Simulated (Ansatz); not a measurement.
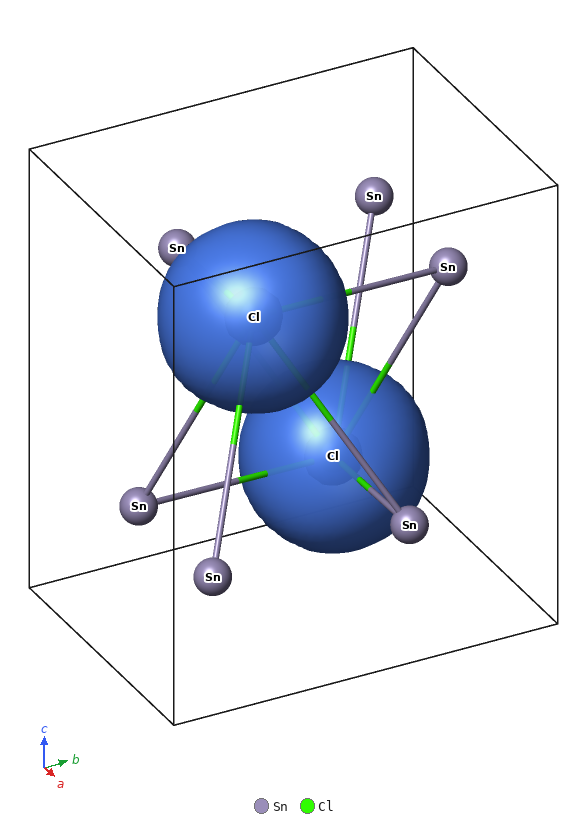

*Sn3Cl. Isosurface of the electron localisation function at 0.65 (blue), seen slightly off an axis. Core shells and regions of very low density are left out. Sticks mark near contacts.*

Space group P6₃/mmc; started from the Ni3Sn (D0_19)_194 prototype, which need not be the ambient phase.

Theory: DFT PBE, scalar-relativistic, plane waves, PAW in Ansatz 0.2.0.

In a PAW calculation such maps are meaningful between the atoms, not at the nuclei.

Input

```
crystal:
  lattice:
    - [6.700061003, 0.0, 0.0]
    - [-3.3500305015, 5.8024230355, 0.0]
    - [0.0, 0.0, 5.3778327228]
  atoms:
    - { symbol: Sn, position: [0.833, 0.666, 0.25] }
    - { symbol: Sn, position: [0.167, 0.833, 0.75] }
    - { symbol: Sn, position: [0.334, 0.167, 0.25] }
    - { symbol: Sn, position: [0.167, 0.334, 0.75] }
    - { symbol: Sn, position: [0.833, 0.167, 0.25] }
    - { symbol: Sn, position: [0.666, 0.833, 0.75] }
    - { symbol: Cl, position: [0.3333333333, 0.6666666667, 0.25] }
    - { symbol: Cl, position: [0.6666666667, 0.3333333333, 0.75] }
basis:
  ecutwfc: 420
kpoints:
  mp_grid: { grid: [6, 6, 8] }
hamiltonian:
  xc: pbe
scf:
  occupations: { method: gaussian, width: 0.1 }
output:
  forces: true
  stress: true
  eigenvalues: true
  write_density: true
  write_potential: true
  elf: true
  volumetric_format: npy
relax:
  adjacent_minimum: "off"
  f_tol: 0.01
  max_steps: 80
  cell: { stress_tol: 0.05 }
```

Run with:

```sh
ansatz run input.yaml --threads 1 --pin off --max-ram 2560MiB --backend cpu --events-out ev --progress --plain --runs-dir out
```

Below, planes, directions and counts refer to the conventional cell (a = 6.70 Å, b = 6.70 Å, c = 5.57 Å, α = 90.00°, β = 90.00°, γ = 120.00°).

The fields are those of the relaxed geometry.

Q: Describe the localisation domains.

A: The ELF exceeds this value in two regions wrapped around Cl (the valence shell of each), counted in one cell of 8 atoms. Regions shared between cells count once.

Values along the shortest contacts:
Sn–Cl (3.35 Å): the ELF is about 0.10 at the midpoint: no localised pair shows between them. Sn–Cl (3.42 Å): the ELF is about 0.10 at the midpoint (no localised pair shows between them).
